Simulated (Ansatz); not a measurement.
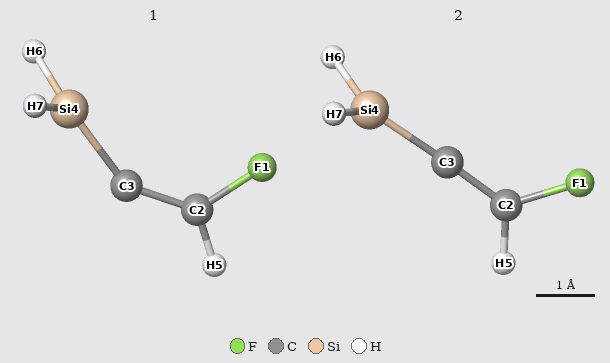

Two geometries of C2H3FSi, drawn at one scale. One is the start of a relaxation, the other its converged end. The picture is a ball-and-stick view, seen from a free direction.

Theory: RKS PBE0-D4/def2-TZVP in Ansatz 0.2.0. Settings: force threshold 0.005 eV/Å; at most 200 steps.

> Which one is relaxed?

Structure 2 is the relaxed one. C3 moves most after the best rigid fit: 0.52 Å. Largest moves by element: C 0.52 Å, F 0.36 Å, H 0.28 Å, Si 0.08 Å. Some distances before and after: C3–Si4 1.754 → 1.671 Å, F1–C2 1.377 → 1.342 Å, Si4–H6 1.458 → 1.475 Å, C2–H5 1.083 → 1.087 Å. Among the angles between lasting bonds that change: C2–C3–Si4 145.0° → 177.9°, H6–Si4–H7 110.4° → 115.9°, C3–Si4–H6 124.0° → 122.0°. The energy falls by 6.96 kcal/mol in 9 accepted moves (10 points after the start). Largest force component: 2 eV/Å at the start, 0.0013 eV/Å at the end. The line search rejected the trial step at point 8 of the run.
